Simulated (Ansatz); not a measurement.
**RuO4(NH3) (H3NO4Ru): structure and electronic state**

Aim: characterise RuO4(NH3) (H3NO4Ru) as a singlet: its structure, frontier levels and distribution of charge.

The runs use Ansatz 0.2.0, Gaussian basis; RKS PBE0-D4/def2-TZVP.

Plan: relaxation at PBE-D4/def2-SVP; a search for the lowest solution at PBE0-D4/def2-SVP; a single point at PBE0-D4/def2-TZVP; harmonic vibrations at PBE-D4/def2-SVP.

3 further runs of the same task are left out: 3 set aside as unsound or not needed. Runs told in other sessions of the task aren't counted.

**1. Starting geometry**

9 atoms, charge 0, spin multiplicity 1.

Atoms are counted from 1 here; the program's logs count them from 0.

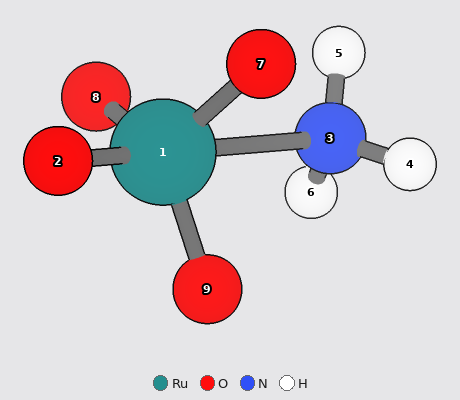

Start geometry, drawn with ruthenium teal, oxygen red, nitrogen blue, hydrogen white; atoms are numbered from 1 in the order of the file.

Geometry (Å):

```mol
H3NO4Ru
  3D, bonds by distance, orders not assigned

  9  8  0  0  0  0  0  0  0  0999 V2000
   -0.0004    0.0022    1.2131 Ru  0  0
   -0.0009    0.0032    2.8286 O   0  0
    0.0005   -0.0018   -1.3636 N   0  0
    0.5227   -0.7995   -1.7142 H   0  0
    0.4286    0.8471   -1.7211 H   0  0
   -0.9504   -0.0579   -1.7163 H   0  0
    1.5697    0.0059    0.8250 O   0  0
   -0.7877    1.3599    0.8233 O   0  0
   -0.7821   -1.3591    0.8251 O   0  0
  1  2  8  0
  1  3  8  0
  1  7  8  0
  1  8  8  0
  1  9  8  0
  3  4  8  0
  3  5  8  0
  3  6  8  0
M  END
```

Formally the metal is d0. Ru takes a core potential in the def2 sets. No spin-orbit coupling is included.

The start is a GFN2-xTB geometry.

**2. Relaxation at PBE-D4/def2-SVP**

File in.yaml:

```yaml
crystal:
  periodic: [false, false, false]
  atoms:
    - {symbol: Ru, position_ang: [-0.000410, 0.002200, 1.213060]}
    - {symbol: O, position_ang: [-0.000940, 0.003180, 2.828580]}
    - {symbol: N, position_ang: [0.000540, -0.001830, -1.363560]}
    - {symbol: H, position_ang: [0.522680, -0.799460, -1.714190]}
    - {symbol: H, position_ang: [0.428560, 0.847070, -1.721060]}
    - {symbol: H, position_ang: [-0.950400, -0.057890, -1.716260]}
    - {symbol: O, position_ang: [1.569700, 0.005930, 0.825040]}
    - {symbol: O, position_ang: [-0.787670, 1.359890, 0.823340]}
    - {symbol: O, position_ang: [-0.782050, -1.359080, 0.825060]}
basis:
  gaussian: {orbitals: def2-SVP}
hamiltonian: {xc: pbe, dispersion: d4}
scf: {lower_state_search: "off"}
output: {orbitals: {seedname: orbitals}}
relax: {f_tol: 0.02, max_steps: 100}
```

Command:

```bash
ansatz run in.yaml --threads 4 --pin off --events-out ev --progress --plain --max-ram 4787MiB
```

Log, shortened:

```text
Functional definition: PBE
  name "PBE"
  cite "Perdew, Burke & Ernzerhof, Phys. Rev. Lett. 77, 3865 (1996) doi:10.1103/PhysRevLett.77.3865"
  parent pbe
[...]
1217 factors; their error is unknown
[...]
mean field -12291.66235233 eV, -451.7102598603 hartree, gradient 4.3e-6 eV, S^2 0.000000; 0 other end points of the search recorded, 0 dependent functions left out
[...]
reference -12291.66241702 eV, -451.7102622374 hartree; 29, 29 occupied and 87, 87 virtual orbitals, 1217 factors
relax step   1: F+E_penalty+E_count = -12291.90135475 eV  Δ(F+E_penalty+E_count) = +0.000e0 eV  max|allowed force component| = 5.234e0 eV/Å  Δτ_max = 0.0000 Å  (24 SCF iters, accepted)
[...]
relax step   5: F+E_penalty+E_count = -12292.77340541 eV  Δ(F+E_penalty+E_count) = -1.436e-3 eV  max|allowed force component| = 9.836e-2 eV/Å  Δτ_max = 0.0450 Å  (25 SCF iters, accepted)
[...]
relax step   6: F+E_penalty+E_count = -12292.77483230 eV  Δ(F+E_penalty+E_count) = -1.427e-3 eV  max|allowed force component| = 6.509e-3 eV/Å  Δτ_max = 0.0120 Å  (24 SCF iters, accepted)
Total energy: -12292.77489733 eV, -451.7511451348 hartree
Atom 0 at    -0.000166     0.002007     1.188246 Å, force    -0.000326    -0.000699    -0.006509 eV/Å
Atom 1 at    -0.001026     0.004772     2.887904 Å, force    -0.000002     0.000130     0.005026 eV/Å
Atom 2 at     0.000744    -0.002284    -1.333567 Å, force    -0.000285     0.000427     0.002123 eV/Å
Atom 3 at     0.513246    -0.812120    -1.706329 Å, force     0.001843    -0.004003     0.000305 eV/Å
Atom 4 at     0.444550     0.846067    -1.708766 Å, force     0.002009     0.003918    -0.000274 eV/Å
Atom 5 at    -0.957137    -0.042523    -1.705344 Å, force    -0.004975     0.000153    -0.002539 eV/Å
Atom 6 at     1.660278     0.013951     0.793398 Å, force    -0.001089     0.000188     0.000943 eV/Å
Atom 7 at    -0.841130     1.432863     0.789882 Å, force     0.001273    -0.001642     0.000209 eV/Å
Atom 8 at    -0.819349    -1.442723     0.794586 Å, force     0.001552     0.001527     0.000715 eV/Å
Dipole moment:     0.000129    -0.001526    -0.917126 e Å
Checks for a lower state left out: stability, starts, cluster_reference, orbital_swaps, neighbouring_geometries, increment
```

It took 7 s on 4 threads of Arm Neoverse V1, shared host.

Step by step:

```csv
step,energy from step 1 (eV),largest force component (eV/Å)
1,0.0000,5.2337
2,-0.8140,1.0727
3,-0.8660,0.3359
4,-0.8706,0.0937
5,-0.8720,0.0984
6,-0.8735,0.0065
```

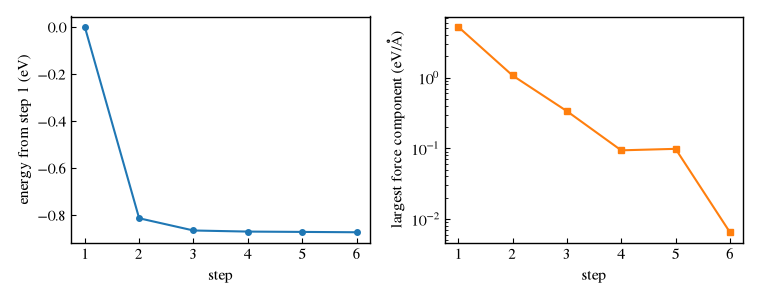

Energy and largest force along the relaxation.

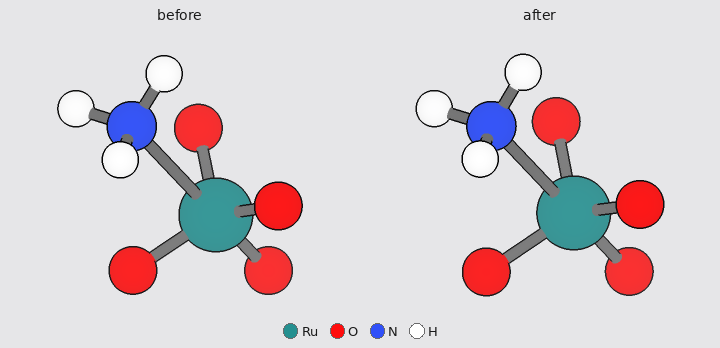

The geometry before (left) and after (right).

Close pairs (by a distance rule), those that changed most:

```csv
bond,before (Å),after (Å),change (Å)
Ru1–O9,1.617,1.707,+0.090
Ru1–O8,1.617,1.707,+0.090
Ru1–O7,1.617,1.707,+0.089
Ru1–O2,1.616,1.700,+0.084
Ru1–N3,2.577,2.522,-0.055
N3–H5,1.016,1.028,+0.013
N3–H4,1.016,1.028,+0.013
N3–H6,1.016,1.028,+0.012
```

Bonds by kind at the end (by distance):

```csv
bond,count,shortest (Å),longest (Å)
O–Ru,4,1.700,1.707
N–Ru,1,2.522,2.522
H–N,3,1.028,1.028
```

**3. Searching for the lowest solution, PBE0-D4/def2-SVP**

start.molden holds the orbitals of an earlier run on this state, given as this run's starting guess.

File in.yaml:

```yaml
crystal:
  periodic: [false, false, false]
  atoms:
    - {symbol: Ru, position_ang: [-0.000166, 0.002007, 1.188246]}
    - {symbol: O, position_ang: [-0.001026, 0.004772, 2.887904]}
    - {symbol: N, position_ang: [0.000744, -0.002284, -1.333567]}
    - {symbol: H, position_ang: [0.513246, -0.812120, -1.706329]}
    - {symbol: H, position_ang: [0.444550, 0.846067, -1.708766]}
    - {symbol: H, position_ang: [-0.957137, -0.042523, -1.705344]}
    - {symbol: O, position_ang: [1.660278, 0.013951, 0.793398]}
    - {symbol: O, position_ang: [-0.841130, 1.432863, 0.789882]}
    - {symbol: O, position_ang: [-0.819349, -1.442723, 0.794586]}
basis:
  gaussian: {orbitals: def2-SVP, initial_orbitals: start.molden}
hamiltonian: {xc: pbe0, dispersion: d4}
output: {orbitals: {seedname: orbitals}}
```

Same command.

Log:

```text
Functional definition: PBE0
  name "PBE0"
  cite "Adamo & Barone, J. Chem. Phys. 110, 6158 (1999) doi:10.1063/1.478522"
  cite "Perdew, Burke & Ernzerhof, Phys. Rev. Lett. 77, 3865 (1996) doi:10.1103/PhysRevLett.77.3865"
  parent pbe
  parameter a = 0.25
  parameter kappa = 0.804
  parameter beta = 0.06672455060314922
  exchange = (1 - a)*pbe_x(kappa = kappa, mu = beta*pi^2/3) + a*exact_x
  correlation = pbe_c(beta = beta)
1257 factors; their error is unknown
mean field evaluation 1: about -12287.8104 eV, gradient 8.0e0 eV
mean field evaluation 2: about -12287.9570 eV, gradient 1.4e-1 eV
mean field evaluation 4: about -12288.0256 eV, gradient 3.6e-4 eV
mean field evaluation 8: about -12258.1652 eV, gradient 1.3e2 eV
mean field evaluation 16: about -12287.9568 eV, gradient 1.7e-1 eV
mean field -12288.02558276 eV, -451.5766110434 hartree, gradient 9.3e-6 eV, S^2 0.000000; 1 other end points of the search recorded, 0 dependent functions left out
reference -12288.02563170 eV, -451.5766128422 hartree; 29, 29 occupied and 87, 87 virtual orbitals, 1257 factors
Total energy: -12288.22151256 eV, -451.5838113308 hartree
```

Run time: 2.2 s. Hardware: 4 threads of Arm Neoverse V1, shared host.

HOMO -8.65 eV, LUMO -4.55 eV.

**4. Single point, PBE0-D4/def2-TZVP**

Edit in.yaml of step 3 so:

```diff
@@ -13,4 +13,5 @@
 basis:
-  gaussian: {orbitals: def2-SVP, initial_orbitals: start.molden}
+  gaussian: {orbitals: def2-TZVP, initial_orbitals: start.molden}
 hamiltonian: {xc: pbe0, dispersion: d4}
-output: {orbitals: {seedname: orbitals}}
+scf: {omitted_lower_state_checks: [starts]}
+output: {forces: true, orbitals: {seedname: orbitals}}
```

The command is unchanged.

Log, shortened:

```text
Functional definition: PBE0
  name "PBE0"
  cite "Adamo & Barone, J. Chem. Phys. 110, 6158 (1999) doi:10.1063/1.478522"
  cite "Perdew, Burke & Ernzerhof, Phys. Rev. Lett. 77, 3865 (1996) doi:10.1103/PhysRevLett.77.3865"
  parent pbe
[...]
1269 factors; their error is unknown
[...]
mean field -12300.70619817 eV, -452.0426150645 hartree, gradient 2.1e-5 eV, S^2 0.000000; 0 other end points of the search recorded, 0 dependent functions left out
[...]
reference -12300.70623290 eV, -452.0426163411 hartree; 29, 29 occupied and 184, 184 virtual orbitals, 1269 factors
Total energy: -12300.90211376 eV, -452.0498148297 hartree
Atom 0 at    -0.000166     0.002007     1.188246 Å, force    -0.000641     0.000288     0.609005 eV/Å
Atom 1 at    -0.001026     0.004772     2.887904 Å, force     0.000897    -0.002723    -1.750056 eV/Å
Atom 2 at     0.000744    -0.002284    -1.333567 Å, force    -0.001283    -0.000626    -0.703301 eV/Å
Atom 3 at     0.513246    -0.812120    -1.706329 Å, force    -0.295976     0.465949     0.247630 eV/Å
Atom 4 at     0.444550     0.846067    -1.708766 Å, force    -0.255228    -0.488728     0.248480 eV/Å
Atom 5 at    -0.957137    -0.042523    -1.705344 Å, force     0.551060     0.023978     0.244269 eV/Å
Atom 6 at     1.660278     0.013951     0.793398 Å, force    -1.657836    -0.011530     0.367625 eV/Å
Atom 7 at    -0.841130     1.432863     0.789882 Å, force     0.840024    -1.429103     0.370256 eV/Å
Atom 8 at    -0.819349    -1.442723     0.794586 Å, force     0.818983     1.442497     0.366093 eV/Å
Dipole moment:     0.000145    -0.001428    -0.857640 e Å
Checks for a lower state left out: starts
```

Wall time 4.2 s (4 threads of Arm Neoverse V1, shared host); peak memory 0.58 GiB.

HOMO -8.71 eV, LUMO -4.62 eV.

Mulliken charges, from this run's orbitals:

```csv
atom,value (e)
Ru1,1.63
O2,-0.41
N3,-0.63
H4,0.27
H5,0.27
H6,0.27
O7,-0.47
O8,-0.47
O9,-0.47
```

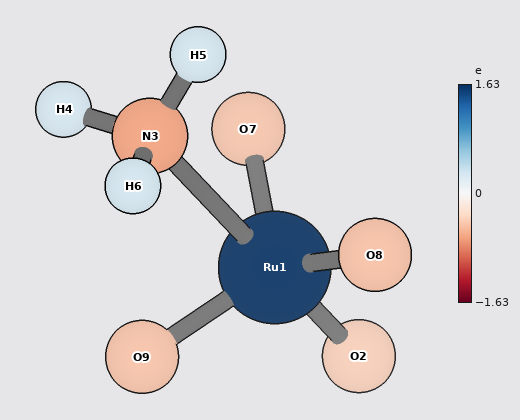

Mulliken charges, from this run's orbitals, as colours on the atoms.

Largest Mayer bond orders: Ru1–O2 1.55; Ru1–O7 1.52; Ru1–O8 1.52; Ru1–O9 1.52; N3–H4 0.92; N3–H5 0.92; N3–H6 0.92; Ru1–N3 0.29; O7–O8 0.23; O7–O9 0.23.

**5. Harmonic vibrations**

Edit in.yaml of step 4 so:

```diff
@@ -13,5 +13,5 @@
 basis:
-  gaussian: {orbitals: def2-TZVP, initial_orbitals: start.molden}
-hamiltonian: {xc: pbe0, dispersion: d4}
+  gaussian: {orbitals: def2-SVP}
+hamiltonian: {xc: pbe, dispersion: d4}
 scf: {omitted_lower_state_checks: [starts]}
-output: {forces: true, orbitals: {seedname: orbitals}}
+phonons: {temperatures: {t_min: 298.15, t_max: 900, t_step: 200}}
```

The command is unchanged.

Log, shortened:

```text
Functional definition: PBE
  name "PBE"
  cite "Perdew, Burke & Ernzerhof, Phys. Rev. Lett. 77, 3865 (1996) doi:10.1103/PhysRevLett.77.3865"
  parent pbe
[...]
1217 factors; their error is unknown
[...]
mean field -12292.54164890 eV, -451.7425734130 hartree, gradient 6.8e-5 eV, S^2 0.000000; 0 other end points of the search recorded, 0 dependent functions left out
[...]
reference -12292.54171393 eV, -451.7425758028 hartree; 29, 29 occupied and 87, 87 virtual orbitals, 1217 factors
[...]
1217 factors; their error is unknown
[...]
mean field -12292.54141664 eV, -451.7425648777 hartree, gradient 2.2e-6 eV, S^2 0.000000; 0 other end points of the search recorded, 0 dependent functions left out
[...]
reference -12292.54148167 eV, -451.7425672675 hartree; 29, 29 occupied and 87, 87 virtual orbitals, 1217 factors
[...]
1217 factors; their error is unknown
[...]
Atom 2 at     0.000744    -0.002284    -1.333567 Å, force    -0.000311     0.000454     0.002120 eV/Å
Atom 3 at     0.513246    -0.812120    -1.706329 Å, force     0.001852    -0.004013     0.000298 eV/Å
Atom 4 at     0.444550     0.846067    -1.708766 Å, force     0.002004     0.003904    -0.000271 eV/Å
Atom 5 at    -0.957137    -0.042523    -1.705344 Å, force    -0.004953     0.000153    -0.002532 eV/Å
Atom 6 at     1.660278     0.013951     0.793398 Å, force    -0.001091     0.000192     0.000946 eV/Å
Atom 7 at    -0.841130     1.432863     0.789882 Å, force     0.001275    -0.001641     0.000209 eV/Å
Atom 8 at    -0.819349    -1.442723     0.794586 Å, force     0.001544     0.001517     0.000716 eV/Å
Dipole moment:     0.000130    -0.001525    -0.917125 e Å
Vibrations: 36.64 168.45 168.59 181.26 290.87 291.01 368.00 368.05 386.79 501.68 501.96 893.71 928.45 928.52 929.83 1082.20 1571.17 1571.20 3385.78 3526.45 3526.72 cm⁻¹, zero-point energy 1.339483 eV
Checks for a lower state left out: starts
```

Run time: 49 s. Hardware: 4 threads of Arm Neoverse V1, shared host.

Motions are named by where the mode's potential energy lies. The modes, unscaled (a negative number is an imaginary wavenumber):

```csv
mode,cm⁻¹,motion
1,37,torsion
2,168,bend
3,169,bend
4,181,Ru–N stretch
5,291,bend with torsion
6,291,bend with torsion
7,368,bend
8,368,bend
9,387,bend
10,502,bend
11,502,bend
12,894,Ru–O stretch
13,928,Ru–O stretch
14,929,Ru–O stretch
15,930,Ru–O stretch
16,1082,bend
17,1571,bend
18,1571,bend
19,3386,N–H stretch
20,3526,N–H stretch
21,3527,N–H stretch
```

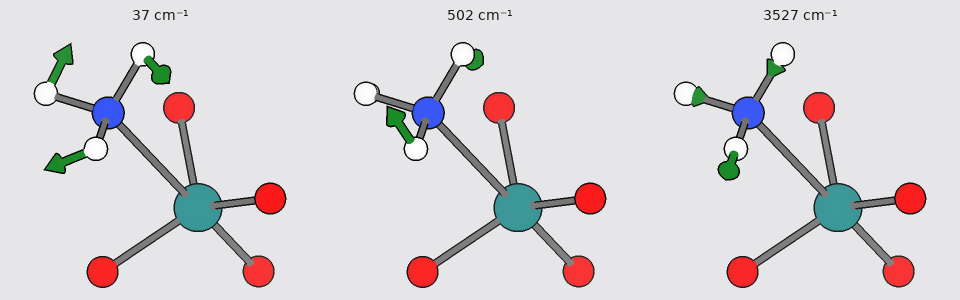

How the atoms move in 3 of the modes.

**6. Results**

```
                                         quantity                                     value
                                      point group                                       C3v
                     near neighbours of the metal  O 1.70, N 2.52, O 1.71, O 1.71, O 1.71 Å
                  HOMO, LUMO at PBE0-D4/def2-TZVP                           -8.71, -4.62 eV
charge on the metal (Mulliken, PBE0-D4/def2-TZVP)                                   +1.63 e
                        dipole at PBE-D4/def2-SVP                                    4.41 D
                       lowest, highest wavenumber                             37, 3527 cm⁻¹
```

**Reading.** The molecule keeps its bonding pattern by the stored test; the atoms moved 0.06 Å (rms). The metal has 5 near neighbours by the distance rule, from 1.70 to 2.52 Å. The Mulliken charge of the metal, +1.63 e, depends on the basis and isn't its oxidation state. All wavenumbers are real: a minimum at this level. Whether this spin is the lowest isn't tested here.
